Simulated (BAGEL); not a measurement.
# BH2Cl (SMILES BCl): a chain of runs

Wanted: the energy (HF/6-31G*), then the energy (NEVPT2(2,2)/6-31G*), then the energy (CASPT2(2,2)/6-31G*) of BH2Cl. 

The calculation is run with BAGEL 1.2.2.

2 further runs of the same task are left out: 2 set aside as unsound or not needed.

## (1) Starting point

BH2Cl: 4 atoms, total charge 0, spin state singlet. As SMILES, `BCl`. The coordinates come from a PBE0-D4/def2-TZVP relaxation.

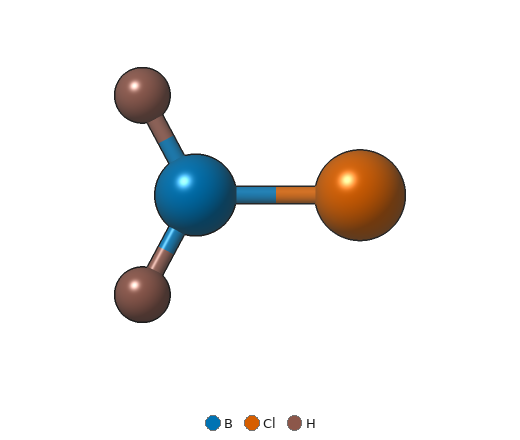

Viewed from a chosen angle; boron blue, chlorine orange, hydrogen brown.

## (2) The energy at HF/6-31G(d) (density fitting with svp-jkfit, spherical functions) (run 1)

input.json reads:

```json
{ "bagel" : [

{
  "title" : "molecule",
  "basis" : "6-31gs.json",
  "df_basis" : "svp-jkfit",
  "angstrom" : "true",
  "geometry" : [
    { "atom" : "B", "xyz" : [   -0.116675,    0.021693,   -0.075287 ] },
    { "atom" : "Cl", "xyz" : [    1.365000,   -0.395300,    0.721200 ] },
    { "atom" : "H", "xyz" : [   -1.106175,   -0.559507,    0.240413 ] },
    { "atom" : "H", "xyz" : [   -0.086575,    0.872793,   -0.906587 ] }
  ]
},
{ "title" : "hf" },
{ "title" : "print", "file" : "orbitals.molden", "orbitals" : "true" }

]}
```

The basis set 6-31G* is read from a file made from the Basis Set Exchange's data (not shown).

On the command line:

```bash
BAGEL_NUM_THREADS=1 BAGEL input.json > input.out
```

Standard output:

```text
* using 1 threads per process

  ===============================================================
  ===============================================================

  *** Geometry ***

  { "atom" : "B", "xyz" : [     -0.220484,      0.040994,     -0.142272 ] },
  { "atom" : "Cl", "xyz" : [      2.579476,     -0.747009,      1.362870 ] },
  { "atom" : "H", "xyz" : [     -2.090368,     -1.057315,      0.454315 ] },
  { "atom" : "H", "xyz" : [     -0.163603,      1.649340,     -1.713201 ] },

  Number of auxiliary basis functions:      239

  Since a DF basis is specified, we compute 2- and 3-index integrals:
    o Being stored without compression. Storage requirement is 0.002 GB

  Number of basis functions:       36
  Number of electrons      :       24

    * METHOD: MOLECULE                             0.04

  *** RHF ***

  === Nuclear Repulsion ===
    37.7835253601

      * DIIS with orbital gradients will be used.

  === RHF iteration (6-31gs.json) ===
      0       -485.32167097          0.01222674           0.00
      1       -485.34602127          0.00386723           0.00
      2       -485.34845158          0.00134811           0.00
      3       -485.34880784          0.00018254           0.00
      4       -485.34881707          0.00006656           0.00
      5       -485.34881851          0.00001693           0.00
      6       -485.34881862          0.00000434           0.00
      7       -485.34881862          0.00000070           0.00
      8       -485.34881862          0.00000022           0.00
      9       -485.34881862          0.00000007           0.00
     10       -485.34881862          0.00000001           0.00
     11       -485.34881862          0.00000000           0.00
    * SCF iteration converged.

    * Permanent dipole moment:
           (    0.369911,    -0.104151,     0.198902) a.u.

    * METHOD: HF                                   0.09

    * METHOD: PRINT                                0.00

  ===============================================================
```

Run time: 0.36 s. Hardware: 1 thread of Arm Neoverse V2, shared host; peak memory 0.14 GiB.

## (3) The energy at NEVPT2(2,2)/6-31G(d) (density fitting with svp-jkfit, spherical functions) (run 2)

Edit input.json of step 2 so:

```diff
@@ -6,3 +6,3 @@
   "df_basis" : "svp-jkfit",
-  "angstrom" : "true",
+  "angstrom" : true,
   "geometry" : [
@@ -15,3 +15,4 @@
 { "title" : "hf" },
-{ "title" : "print", "file" : "orbitals.molden", "orbitals" : "true" }
+{ "title" : "nevpt2", "nstate" : 1, "nact" : 2, "nclosed" : 11, "active" : [7, 14], "maxiter" : 200, "natocc" : true, "ncore" : 6 },
+{ "title" : "print", "file" : "orbitals.molden", "orbitals" : true }
```

The basis set 6-31G* is read from a file made from the Basis Set Exchange's data (not shown).

On the command line:

```bash
BAGEL_NUM_THREADS=1 BAGEL input.json > input.out
```

Standard output:

```text
* using 1 threads per process

  ===============================================================
  ===============================================================

  *** Geometry ***

  { "atom" : "B", "xyz" : [     -0.220484,      0.040994,     -0.142272 ] },
  { "atom" : "Cl", "xyz" : [      2.579476,     -0.747009,      1.362870 ] },
  { "atom" : "H", "xyz" : [     -2.090368,     -1.057315,      0.454315 ] },
  { "atom" : "H", "xyz" : [     -0.163603,      1.649340,     -1.713201 ] },

  Number of auxiliary basis functions:      239

  Since a DF basis is specified, we compute 2- and 3-index integrals:
    o Being stored without compression. Storage requirement is 0.002 GB

  Number of basis functions:       36
  Number of electrons      :       24

[... 15 lines left out ...]
    * SCF iteration converged.
[... 1 line left out ...]
    * Permanent dipole moment:
[... 28 lines left out ...]
    * Second-order optimization converged. *

     guess   0:   closed 1.                   open ..

  === FCI iteration ===

      0  0      -485.34857122     6.26e-02      0.00
      1  0      -485.35914158     2.63e-03      0.00
      2  0 *    -485.35917440     5.23e-16      0.00

     * ci vector, state   0, <S^2> = 0.0000
       2.     0.9964245411
       .2    -0.0844874783

  === DF-NEVPT2 calculation ===

    * 3-index integral transformation done
    * assembly done

      NEVPT2 correlation energy:   -0.1925752962      0.01

          (+0)     -0.1109398450
          (+0)'    -0.0271604775
          (+1)     -0.0093073078
          (+1)'    -0.0000000000
          (+2)     -0.0010816413
          (-1)     -0.0376365872
          (-1)'     0.0000000000
          (-2)     -0.0064494375

      NEVPT2 total energy:       -485.5517496982

    * METHOD: NEVPT2                               0.35

    * METHOD: PRINT                                0.00

  ===============================================================
```

Wall time 0.72 s (1 thread of Arm Neoverse V2, shared host); peak memory 0.14 GiB.

## (4) The energy at CASPT2(2,2)/6-31G(d) (density fitting with svp-jkfit, spherical functions) (run 3)

input.json reads:

```json
{ "bagel" : [

{
  "title" : "molecule",
  "basis" : "6-31gs.json",
  "df_basis" : "svp-jkfit",
  "angstrom" : true,
  "geometry" : [
    { "atom" : "B", "xyz" : [   -0.116675,    0.021693,   -0.075287 ] },
    { "atom" : "Cl", "xyz" : [    1.365000,   -0.395300,    0.721200 ] },
    { "atom" : "H", "xyz" : [   -1.106175,   -0.559507,    0.240413 ] },
    { "atom" : "H", "xyz" : [   -0.086575,    0.872793,   -0.906587 ] }
  ]
},
{
  "title" : "hf"
},
{
  "title" : "casscf",
  "nstate" : 1,
  "nact" : 2,
  "nclosed" : 11,
  "nspin" : 0,
  "active" : [7, 14],
  "maxiter" : 200,
  "natocc" : true
},
{
  "title" : "print",
  "file" : "orbitals.molden",
  "orbitals" : true
},
{
  "title" : "smith",
  "method" : "caspt2",
  "ms" : true,
  "xms" : true,
  "sssr" : true,
  "shift" : 0.2,
  "shift_imag" : true,
  "ncore" : 6
}

]}
```

The basis set 6-31G* is read from a file made from the Basis Set Exchange's data (not shown).

On the command line:

```bash
BAGEL_NUM_THREADS=1 BAGEL input.json > input.out
```

Standard output:

```text
* using 1 threads per process

  ===============================================================
  ===============================================================

  *** Geometry ***

  { "atom" : "B", "xyz" : [     -0.220484,      0.040994,     -0.142272 ] },
  { "atom" : "Cl", "xyz" : [      2.579476,     -0.747009,      1.362870 ] },
  { "atom" : "H", "xyz" : [     -2.090368,     -1.057315,      0.454315 ] },
  { "atom" : "H", "xyz" : [     -0.163603,      1.649340,     -1.713201 ] },

  Number of auxiliary basis functions:      239

  Since a DF basis is specified, we compute 2- and 3-index integrals:
    o Being stored without compression. Storage requirement is 0.002 GB

  Number of basis functions:       36
  Number of electrons      :       24

[... 15 lines left out ...]
    * SCF iteration converged.
[... 1 line left out ...]
    * Permanent dipole moment:
[... 27 lines left out ...]
    * Second-order optimization converged. *
[... 9 lines left out ...]
     * ci vector, state   0, <S^2> = 0.0000
[... 16 lines left out ...]
    * Zeroth order energy : state  0       -1.1918353882
[... 4 lines left out ...]
       #      aibj      arbs      arbi      airj      risj      airs      arst      rist         Etot      error   time
[... 2 lines left out ...]
       0  -0.11051  -0.00761  -0.03754  -0.00947  -0.00132  -0.02346  -0.00000   0.00000   -0.1899195  0.0029660   0.01
       1  -0.11062  -0.00765  -0.03763  -0.00959  -0.00137  -0.02387  -0.00000   0.00000   -0.1907477  0.0003964   0.01
       2  -0.11063  -0.00765  -0.03762  -0.00960  -0.00138  -0.02389  -0.00000  -0.00000   -0.1907665  0.0000639   0.01
       3  -0.11063  -0.00765  -0.03762  -0.00959  -0.00138  -0.02389  -0.00000   0.00000   -0.1907668  0.0000097   0.01
       4  -0.11063  -0.00765  -0.03762  -0.00959  -0.00138  -0.02389  -0.00000  -0.00000   -0.1907668  0.0000016   0.01
       5  -0.11063  -0.00765  -0.03762  -0.00959  -0.00138  -0.02389  -0.00000  -0.00000   -0.1907668  0.0000002   0.01

      ------------------------------------------------------------------------------------------------------------------

    * CASPT2 energy : state  0     -485.5510871134
        w/o shift correction       -485.5499412401
        reference weight              0.9337630502

    * METHOD: SMITH                                0.06

  ===============================================================
```

It took 0.84 s on 1 thread of Arm Neoverse V2, shared host; peak memory 0.14 GiB.

## (5) What came out

| quantity | value |
| --- | --- |
| run 1, HF/6-31G*: total energy | -485.34882 Eh |
| run 1, HF/6-31G*: dipole moment | 1.10 D |
| run 1, HF/6-31G*: HOMO energy | -11.94 eV |
| run 1, HF/6-31G*: LUMO energy | 2.28 eV |
| run 1, HF/6-31G*: HOMO–LUMO gap | 14.22 eV |
| run 2, NEVPT2(2,2)/6-31G*: total energy | -485.55175 Eh |
| run 3, CASPT2(2,2)/6-31G*: total energy | -485.55109 Eh |
